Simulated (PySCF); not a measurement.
# C$_{2}$H$_{7}$FOSi$_{2}$ (SMILES C=C[SiH2]O[SiH2]F): what the fields show

Input file:

```
{"job": {"kind": "nmr", "xc": "PBE0", "basis": "pcSseg-1"}, "charge": 0, "multiplicity": 1}
C      2.729811     0.015326    -0.223839
C      1.425113     0.240468    -0.254635
Si     0.189474    -0.422276     1.000707
O     -1.305553    -0.349140     0.351610
Si    -2.564241     0.131308    -0.515375
F     -2.205473     1.560981    -1.155473
H      3.410176     0.419299    -0.958387
H      3.179796    -0.591603     0.545953
H      1.029737     0.858339    -1.054283
H      0.143895     0.399414     2.212558
H      0.373168    -1.845506     1.285467
H     -3.677597     0.356040     0.384561
H     -2.732694    -0.772164    -1.636591
```

Launched as:

```sh
OMP_NUM_THREADS=1 python probes_run.py task.json out
```

Geometry: GFN2-xTB.

Level of theory: PySCF, PBE0/pcSseg-1, SCF density, gas phase, non-relativistic.

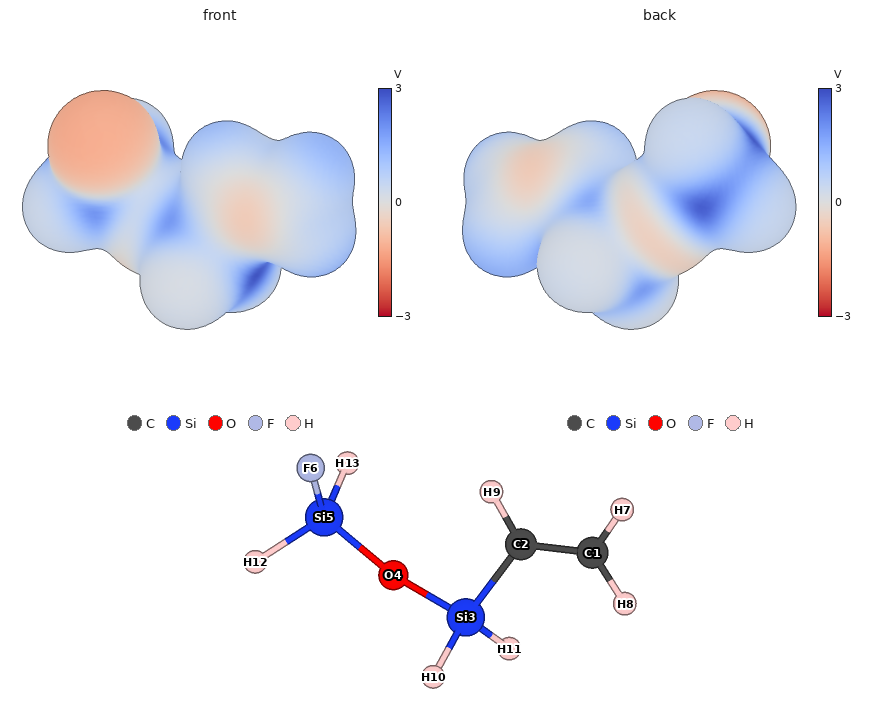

Figure 1. The electrostatic potential painted on the density surface at 0.004 e/bohr³, seen from the front and from behind; the colour scale runs from red (negative) to blue (positive). The bare structure is drawn below in the same view.

Describe the electrostatic potential map.

The most negative region (about −1.2 V) lies over F6, the most positive (about +2.6 V) over Si3 and Si5.

What dipole moment does the calculation give?

Its dipole moment is 1.27 D.

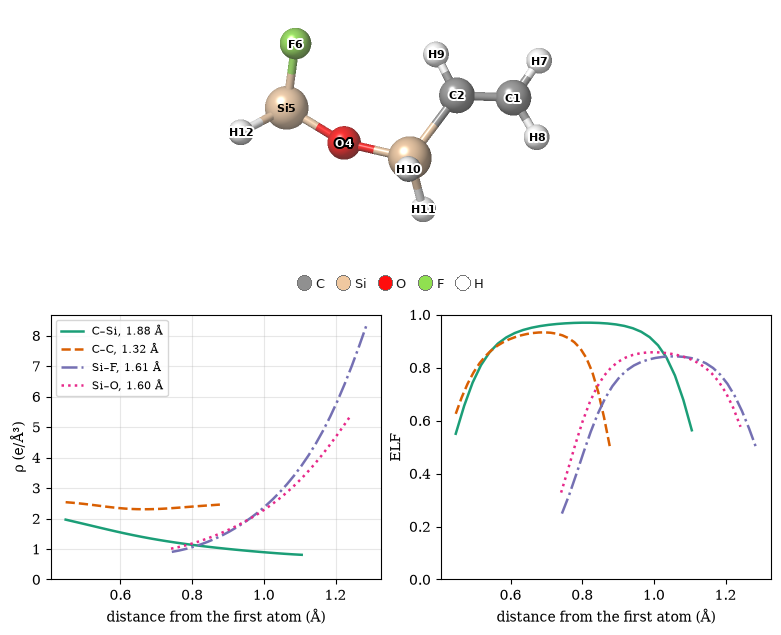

Figure 2. Electron density and ELF along straight lines between neighbouring atoms. The curves leave out the atomic cores. The structure is drawn too.

Compare the contacts.

C–Si (1.88 Å): ρ at the midpoint is about 0.96 e/Å³; the ELF peaks at about 0.95 between the atoms (localised, covalent bonding).
C–C (1.32 Å): ρ is about 2.3 e/Å³ halfway; the ELF peaks at about 0.95 between the atoms; a short, multiple covalent bond.
Si–F (1.61 Å): the density is about 1.1 e/Å³ at the midpoint; the ELF peaks at about 0.85 in the valence shell of F, 0.5 Å from its nucleus, and is about 0.50 at the midpoint.
Si–O (1.60 Å): the density is about 1.2 e/Å³ at the midpoint; the ELF peaks at about 0.85 between the atoms (a short, strongly polar bond).
